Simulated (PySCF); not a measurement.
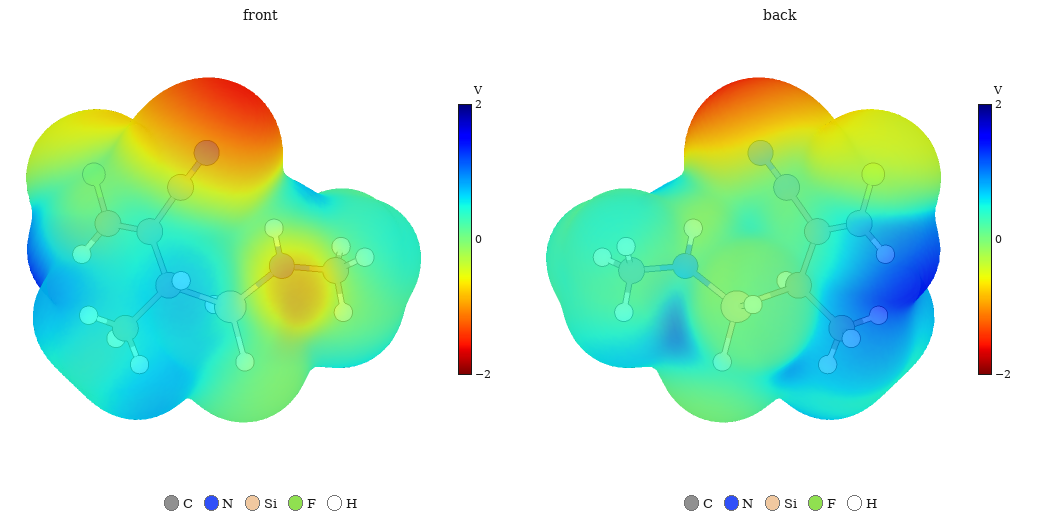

*C6H11FN2Si (SMILES CN[SiH2][C@H](C)/C(C#N)=C/F). The electrostatic potential painted on the density surface at 0.001 e/bohr³, seen from the front and from behind; red is negative and blue positive.*

Geometry: GFN2-xTB.

All numbers below come from PBE0/pcSseg-1, SCF density, gas phase, non-relativistic (PySCF).

```yaml
atoms:
  - { symbol: C, position_ang: [3.1853, 0.6633, 0.7383] }
  - { symbol: N, position_ang: [1.8036, 0.2511, 0.8194] }
  - { symbol: Si, position_ang: [0.9371, -0.3528, -0.5215] }
  - { symbol: C, position_ang: [-0.8203, -0.7868, 0.1239] }
  - { symbol: C, position_ang: [-1.5388, -1.6803, -0.8748] }
  - { symbol: C, position_ang: [-1.5619, 0.4758, 0.4185] }
  - { symbol: C, position_ang: [-1.2021, 1.1134, 1.6282] }
  - { symbol: N, position_ang: [-0.8793, 1.5881, 2.6212] }
  - { symbol: C, position_ang: [-2.4844, 1.0242, -0.3750] }
  - { symbol: F, position_ang: [-3.0864, 2.1868, -0.0779] }
  - { symbol: H, position_ang: [3.6903, 0.0509, -0.0044] }
  - { symbol: H, position_ang: [3.2875, 1.7121, 0.4450] }
  - { symbol: H, position_ang: [3.6748, 0.5243, 1.7027] }
  - { symbol: H, position_ang: [1.3131, 0.7352, 1.5579] }
  - { symbol: H, position_ang: [1.6053, -1.5799, -0.9605] }
  - { symbol: H, position_ang: [0.7533, 0.5459, -1.6758] }
  - { symbol: H, position_ang: [-0.7114, -1.3314, 1.0658] }
  - { symbol: H, position_ang: [-1.5395, -1.2400, -1.8688] }
  - { symbol: H, position_ang: [-1.0297, -2.6384, -0.9373] }
  - { symbol: H, position_ang: [-2.5710, -1.8596, -0.5748] }
  - { symbol: H, position_ang: [-2.8343, 0.6148, -1.3093] }
```

Q: Where is the surface potential most negative and most positive?

A: The most negative region (about −1.5 V) lies over N8, the most positive (about +1.4 V) over H21. N8 is the likeliest acceptor of a hydrogen bond.
